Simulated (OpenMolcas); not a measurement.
## Multiconfigurational calculation, with input and output: Ce³⁺ complex

Ce³⁺ with 8 ligands (F; cube, 2.45 Å), neutralised by 8 outer point charges of +0.62 e, whose field is part of the energies. Computed at this level: state-averaged CASSCF, active space 1 electron in the shell 4f, basis ANO-RCC-VDZP on the metal and ANO-RCC-VDZP on the ligands, DKH2 scalar Hamiltonian, spin-orbit coupling by RASSI with atomic mean-field integrals (OpenMolcas).

Summary:

```
                                 quantity                                                                 value
                                  outcome                                                             converged
      energy of the lowest spin-free term                                                   −9651.80093 hartree
    energy of the lowest spin-orbit level                                                   −9651.80706 hartree
largest spread among components of a term                                                              0.0 cm⁻¹
                                 hardware  1 thread of Arm Neoverse V2, 24 GiB of memory available, shared host
                                wall time                                                                  23 s
```

Remarks:

To bear in mind: distances are set from ionic radii, not optimised.

Input:
```
&GATEWAY
Coord
9

Ce 0.0 0.0 0.0
F 1.414508 1.414508 1.414508
F 1.414508 1.414508 -1.414508
F 1.414508 -1.414508 1.414508
F 1.414508 -1.414508 -1.414508
F -1.414508 1.414508 1.414508
F -1.414508 1.414508 -1.414508
F -1.414508 -1.414508 1.414508
F -1.414508 -1.414508 -1.414508
Basis=Ce.ANO-RCC-VDZP,F.ANO-RCC-VDZP
Group=XYZ
NoMove
AngMom=0.0 0.0 0.0
AMFI
RICD
XField
4 Angstrom 0
2.915619 2.915619 2.915619 0.625000
2.915619 2.915619 -2.915619 0.625000
2.915619 -2.915619 2.915619 0.625000
2.915619 -2.915619 -2.915619 0.625000
&SEWARD
&RASSCF
FileOrb=start.orb
Symmetry=2
Spin=2
nActEl=1 0 0
Inactive=35 32
Ras2=0 7
CIRoot=7 7 1
SDav=7
CIMx=300
Iter=150 100
PrWF=0.3
OrbListing=Nothing
MaxOrb=0
LevShft=1.0
>>> COPY $Project.JobIph JOB001
&RASSI
NrOfJobIphs=1 7
1 2 3 4 5 6 7
IphNames
JOB001
EJob
SpinOrbit
DIPRint=1.0
SOCoupling=1000.0
Subsets=2
Property=9
'ANGMOM' 1 'ANGMOM' 2 'ANGMOM' 3 'MLTPL  1' 1 'MLTPL  1' 2 'MLTPL  1' 3
'AMFI' 1 'AMFI' 2 'AMFI' 3
SOProperty=3
'ANGMOM' 1 'ANGMOM' 2 'ANGMOM' 3
```

The file start.orb holds starting orbitals from an earlier step. A driver script formed the levels outside the program, from RASSI's spin-orbit matrix and the active-space energies, averaged over the components of each term or state.

Launched with:
```bash
OMP_NUM_THREADS=1 MOLCAS_MEM=2457 MOLCAS_PROJECT=a pymolcas a.inp > a.log  # once for each step of the input, in one work folder
```

Output (extracts):
```
--- SEWARD ---
Basis set label: CE.ANO-RCC...7S6P4D2F1G.

      Electronic valence basis set:
      ------------------
      Associated Effective Charge  58.000000 au
      Associated Actual Charge     58.000000 au
      Nuclear Model: Point charge

      Shell  nPrim  nBasis  Cartesian Spherical Contaminant
         s      25       7        X
         p      22       6        X
         d      15       4                 X
         f      11       2                 X
         g       4       1                 X
                  Relativistic Douglas-Kroll-Hess integrals:
                    - DKH order of Hamiltonian: 2
                    - DKH order of Properties : 0
                  Atomic mean-field integrals
--- RASSCF ---
Wave function specifications:
      -----------------------------

      Number of closed shell electrons         134
      Number of electrons in active shells       1
      Max number of holes in RAS1 space          0
      Max nr of electrons in RAS3 space          0
      Number of inactive orbitals               67
      Number of active orbitals                  7
      Number of secondary orbitals             106
      Spin quantum number                      0.5
      State symmetry                             2
Orbital specifications:
      -----------------------

      Symmetry species                           1   2
                                                ag  au
      Frozen orbitals                            0   0
      Inactive orbitals                         35  32
      Active orbitals                            0   7
      RAS1 orbitals                              0   0
      RAS2 orbitals                              0   7
      RAS3 orbitals                              0   0
      Secondary orbitals                        57  49
      Deleted orbitals                           0   0
      Number of basis functions                 92  88
      Number of CSFs                             7
      Number of root(s) required                 7
      Iter CI   SX   CI       RASSCF       Energy    max ROT     max BLB   max BLB  Level Ln srch  Step   QN
          iter iter root      energy       change     param      element    value   shift minimum  type update
 Nr of preliminary CI iterations:   1
      Total energies have been shifted. Add                -9000.00 au
        1   1    9    0  -650.73496812    0.00E+00  -5.69E-02   25  72 2 -3.57E-01*  0.91   0.00    SX    NO
        2   1   10    0  -651.69777802   -9.63E-01* -1.48E-02   17  56 2 -7.25E-02*  1.00   0.00    SX    NO
        3   1    9    0  -651.77741883   -7.96E-02*  6.18E-03   29  80 2  4.22E-02*  1.04   0.00    SX    NO
        4   1    9    0  -651.79129683   -1.39E-02* -3.70E-03   14  53 2  1.72E-02*  1.05   0.00    SX    NO
        5   1    8    0  -651.79621454   -4.92E-03* -5.14E-03   30  36 1 -8.74E-03*  1.06   2.50    LS   YES
        6   1    8    0  -651.79924216   -3.03E-03*  1.35E-03   29  80 2 -5.67E-03*  1.07   1.18    QN   YES
        7   1    8    0  -651.79971289   -4.71E-04*  1.07E-03   29  80 2 -4.22E-03*  1.06   1.81    LS   YES
        8   1    7    0  -651.79983057   -1.18E-04*  6.15E-04   14  53 2 -3.12E-03*  1.06   1.02    QN   YES
        9   1    7    0  -651.79992884   -9.83E-05*  3.89E-04   12  52 2 -1.10E-03*  1.06   1.64    LS   YES
       10   1    7    0  -651.79994638   -1.75E-05*  2.69E-04   29  80 2  1.50E-03*  1.06   1.01    QN   YES
       11   1    7    0  -651.79996046   -1.41E-05*  3.05E-04   29  80 2  7.93E-04*  1.06   2.14    LS   YES
       12   1    6    0  -651.79996606   -5.61E-06*  1.07E-04   15  56 1  2.37E-04*  1.06   1.01    QN   YES
       13   1    6    0  -651.79996669   -6.27E-07*  1.37E-04   11  48 2  1.05E-04*  1.06   2.29    LS   YES
       14   1    6    0  -651.79996677   -8.29E-08*  5.54E-05   13  53 2 -1.56E-04*  1.06   0.60    LS   YES
       15   1    5    0  -651.79996684   -6.53E-08* -2.01E-05   13  53 2 -8.52E-05   1.06   0.98    QN   YES
       16   1    5    0  -651.79996688   -4.01E-08* -3.01E-05   12  49 2  2.79E-05   1.06   2.50    LS   YES
       17   1    5    0  -651.79996686    1.94E-08* -1.51E-05   13  53 2  8.40E-05   1.06   0.29    LS   YES
       18   1    5    0  -651.79996688   -2.40E-08*  4.28E-06   13  53 2  3.33E-05   1.06   1.14    QN   YES
       19   1    4    0  -651.79996688   -1.22E-09   2.79E-06   13  53 2  9.21E-06   1.06   0.39    QN   YES
      Convergence after 19 iterations
       20   1    4    0  -651.79996688    1.48E-09   2.79E-06   12  36 2  3.71E-06   1.06   0.39    QN   YES
      Natural orbitals and occupation numbers for root  1
      sym 2:   0.000000  -0.000000   0.000000  -0.000000   1.000000  -0.000000   0.000000
      Natural orbitals and occupation numbers for root  2
      sym 2:   0.000000   0.000000   1.000000  -0.000000   0.000000   0.000000   0.000000
      Natural orbitals and occupation numbers for root  3
      sym 2:   0.000000   0.000000   0.000000   0.000000   1.000000  -0.000000   0.000000
::    RASSCF root number  1 Total energy:  -9651.80092776
::    RASSCF root number  2 Total energy:  -9651.80092776
::    RASSCF root number  3 Total energy:  -9651.80092776
::    RASSCF root number  4 Total energy:  -9651.80084633
::    RASSCF root number  5 Total energy:  -9651.80084633
::    RASSCF root number  6 Total energy:  -9651.80084633
::    RASSCF root number  7 Total energy:  -9651.79444590
--- RASSI ---
SPIN-FREE ENERGIES:
  (Shifted by EMIN (a.u.) =      -9651.8009277617)

 SF State       Relative EMIN(au)   Rel lowest level(eV)    D:o, cm**(-1)

     1             0.0000000000        0.0000000000              0.0000
     2             0.0000000000        0.0000000000              0.0000
     3             0.0000000000        0.0000000000              0.0000
     4             0.0000814287        0.0022157881             17.8715
     5             0.0000814287        0.0022157881             17.8715
     6             0.0000814287        0.0022157881             17.8715
     7             0.0064818644        0.1763805161           1422.6048
     Dipole printing threshold changed to   1.00000000E+00
Eigenvalues of complex Hamiltonian:
   -----------------------------------
  (Shifted by EMIN (a.u.) =      -9651.8009277617)

 SO State       Relative EMIN(au)   Rel lowest level(eV)    D:o, cm**(-1)

     1            -0.0061346679        0.0000000003              0.0000
     2            -0.0061346679        0.0000000003              0.0000
     3            -0.0061346679        0.0000000000              0.0000
     4            -0.0061346679        0.0000000000              0.0000
     5            -0.0042705752        0.0507245458            409.1211
     6            -0.0042705752        0.0507245458            409.1211
     7             0.0046868865        0.2944694956           2375.0567
     8             0.0046868864        0.2944694951           2375.0567
     9             0.0046868864        0.2944694951           2375.0567
    10             0.0046868865        0.2944694956           2375.0567
    11             0.0046919655        0.2946077027           2376.1714
    12             0.0046919655        0.2946077027           2376.1714
    13             0.0092003232        0.4172863646           3365.6415
    14             0.0092003232        0.4172863646           3365.6415
Weights of the five most important spin-orbit-free states for each spin-orbit state.

 SO State  Total energy (au)           Spin-free states, spin, and weights
 -------------------------------------------------------------------------------------------------------
    1        -0.006135       6 0.5  0.4056    2 0.5  0.1705    4 0.5  0.1269    3 0.5  0.1140    5 0.5  0.1061
    2        -0.006135       6 0.5  0.4050    2 0.5  0.1700    4 0.5  0.1278    3 0.5  0.1142    5 0.5  0.1058
    3        -0.006135       5 0.5  0.3196    4 0.5  0.2988    1 0.5  0.1641    3 0.5  0.1269    2 0.5  0.0704
    4        -0.006135       5 0.5  0.3199    4 0.5  0.2980    1 0.5  0.1637    3 0.5  0.1268    2 0.5  0.0709
    5        -0.004271       3 0.5  0.2661    1 0.5  0.2661    2 0.5  0.2661    7 0.5  0.2018    4 0.5  0.0000
    6        -0.004271       3 0.5  0.2661    1 0.5  0.2661    2 0.5  0.2661    7 0.5  0.2018    4 0.5  0.0000
    7         0.004687       1 0.5  0.4000    5 0.5  0.1849    4 0.5  0.1687    3 0.5  0.1195    2 0.5  0.1191
    8         0.004687       3 0.5  0.3069    2 0.5  0.3063    6 0.5  0.2329    4 0.5  0.0724    5 0.5  0.0561
    9         0.004687       3 0.5  0.3076    2 0.5  0.3046    6 0.5  0.2328    4 0.5  0.0685    5 0.5  0.0600
   10         0.004687       1 0.5  0.3997    5 0.5  0.1809    4 0.5  0.1722    2 0.5  0.1214    3 0.5  0.1175
   11         0.004692       6 0.5  0.3333    5 0.5  0.3333    4 0.5  0.3333    2 0.5  0.0000    3 0.5  0.0000
   12         0.004692       6 0.5  0.3333    5 0.5  0.3333    4 0.5  0.3333    2 0.5  0.0000    3 0.5  0.0000
```

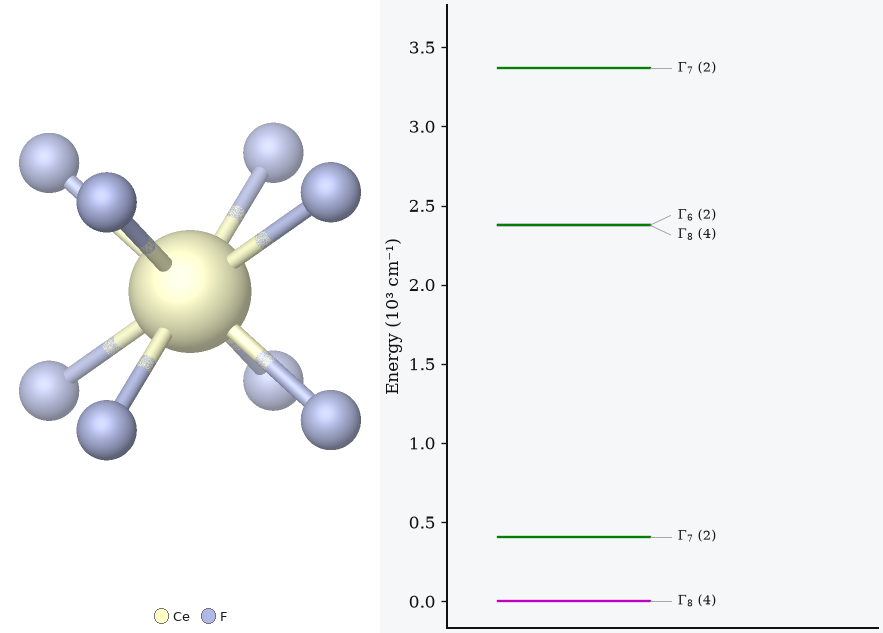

**Figure 1.** Ce³⁺ (4f) with 8 ligands, F⁻, at 2.45 Å (arrangement: cube, Oh), neutralised by outer point charges of +0.62 e, and its levels. Labels give the representation in O, Td, D4 or D3 as the site allows (double group for half-integer spin) where it could be assigned and, in brackets, the degeneracy; spin-free states, where drawn, share the zero of the spin-orbit levels. The ground level is Γ₈, 4-fold degenerate, 100 % from states of spin multiplicity 2, effective J = 2.50, with |mJ| = 1/2 the largest share (50 %). The next level lies at 409 cm⁻¹ (Γ₇). The lowest J multiplet spreads over 409 cm⁻¹. The active orbitals hold 99 to 100 % metal character (Löwdin), and the Mulliken charge of the metal is +2.48.
